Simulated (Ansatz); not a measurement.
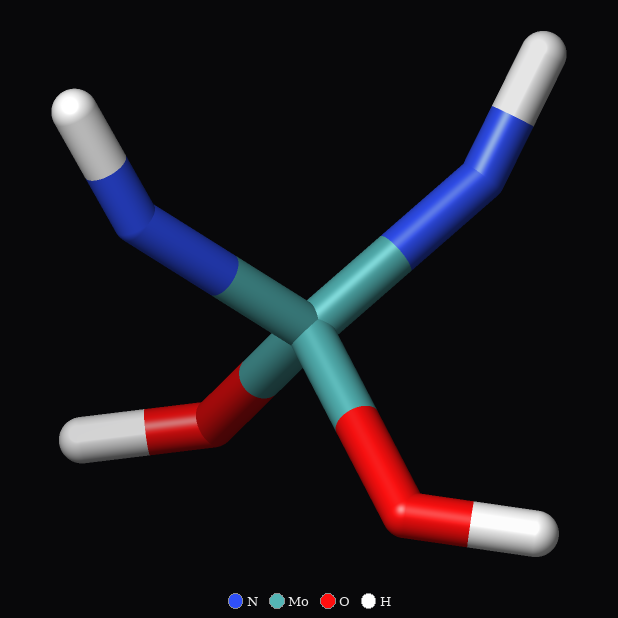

The picture shows a molecular structure as a stick model.

The species is neutral and a spin singlet.

Identify the structure.

Formula H₄MoN₂O₂. SMILES: `[NH]=[Mo](=[NH])([OH])[OH]`. This geometry has C2 symmetry. Coordination: 2 N bent; 1 Mo tetrahedral; 2 O bent.

The parts below concern this one geometry. Atoms keep their numbers from picture to picture. Computed geometry: PBE0-D4/def2-TZVP optimisation.

### Shape

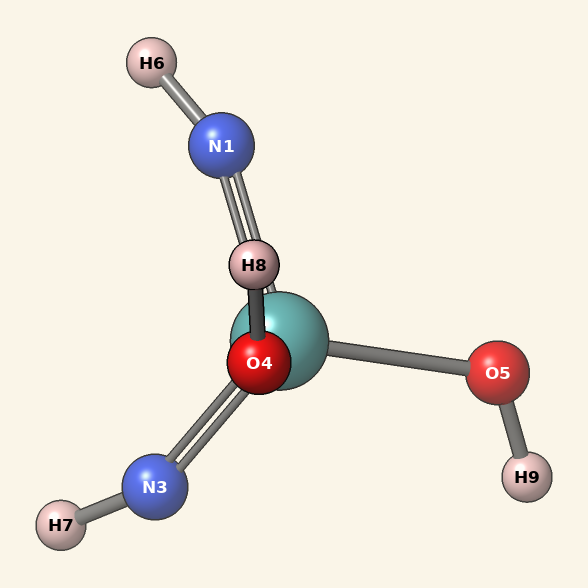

Mo2 lies behind O4. The molecule seen nearly along the O4–Mo2 bond, O4 in front. Depth is shown by fading: the farther an atom, the more it takes the colour of the background.

What is the torsion angle H8–O4–Mo2–O5? The sign is positive where the front bond must turn clockwise to cover the back bond.

Answer. 100°, anticlinal.

### Vibrations

Harmonic vibrations computed with RKS PBE0-D4/def2-TZVP, core potentials on Mo (Ansatz 0.2.0) at a stationary point of the same level.

How many vibrational modes are there, and where do they lie?

Answer. 21 modes: 204, 240, 243, 258, 277, 292, 336, 388, 543, 585, 679, 688, 702, 744, 762, 1007, 1037, 3623, 3627, 3894, 3896 cm⁻¹.

### Dipole moment

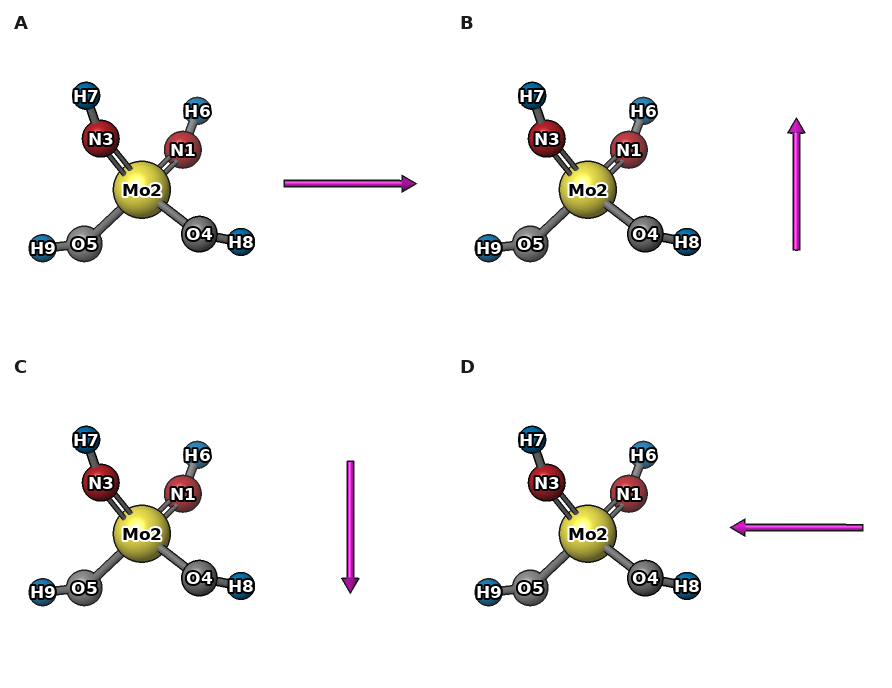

The same molecule four times, each with an arrow. Method: RKS r2SCAN-D4/def2-TZVPP, core potentials on Mo (Ansatz 0.2.0).

Which arrow points along the dipole moment, from the negative to the positive end?

Answer. B. The dipole moment is 1.38 D; it points from the side of O4, O5, H8, H9 to the side of H6, H7 (the outermost atoms at the two ends).

### Thermal motion

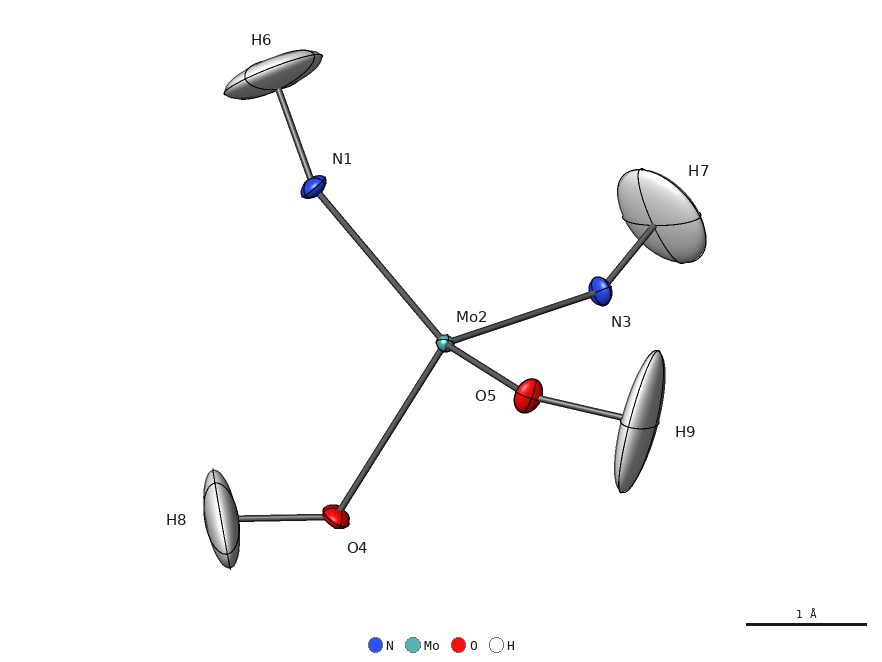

Displacement ellipsoids at the 50 % level, from the internal vibrations of the free molecule (harmonic, no overall translation or rotation; no half-axis is drawn under 0.075 Å). Vibrations computed with RKS PBE0-D4/def2-TZVP, core potentials on Mo (Ansatz 0.2.0). Temperature: 600 K.

Which atom has the largest mean-square displacement?

Answer. H8, H9, with U_eq = 0.0729 Å².

Does H9 move more along its bond or across it?

Answer. Across it: the root-mean-square amplitude is 0.097 Å along the bond and up to 0.401 Å across, since bending and torsion are softer than stretching.

Give the displacement parameters, one line for each set of equivalent atoms.

```csv
atom,U_eq (Å²),rms amplitudes (Å)
"N1, N3",0.0053,"0.044, 0.080, 0.087"
Mo2,0.00052,"0.022, 0.023, 0.024"
"O4, O5",0.0060,"0.051, 0.077, 0.098"
"H6, H7",0.0600,"0.084, 0.276, 0.311"
"H8, H9",0.0729,"0.090, 0.223, 0.401"
```

### Charges

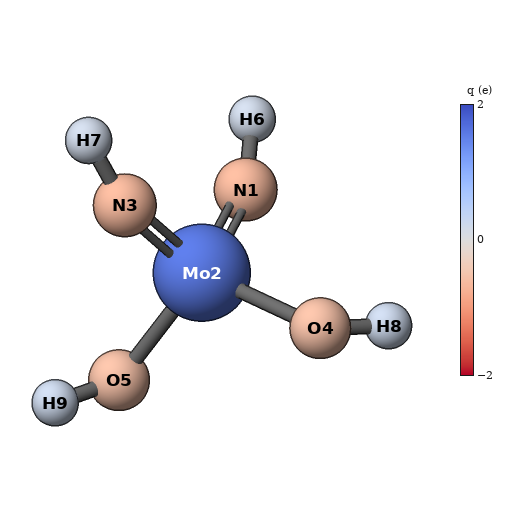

Atoms are coloured by their Mulliken charges. Properties computed with RKS r2SCAN-D4/def2-TZVPP, core potentials on Mo (Ansatz 0.2.0).

Which atom carries the highest charge (most positive or least negative)?

Answer. Mo2 (1.55 e).

And the lowest?

Answer. N1, N3 (−0.64 e).

List the Mulliken charges.

```json
{"atom": "N1", "value (e)": "−0.64"}
{"atom": "Mo2", "value (e)": "1.55"}
{"atom": "N3", "value (e)": "−0.64"}
{"atom": "O4", "value (e)": "−0.54"}
{"atom": "O5", "value (e)": "−0.54"}
{"atom": "H6", "value (e)": "0.18"}
{"atom": "H7", "value (e)": "0.18"}
{"atom": "H8", "value (e)": "0.22"}
{"atom": "H9", "value (e)": "0.22"}
```

Mulliken values depend strongly on the basis set and can even reverse the polarity of a bond.
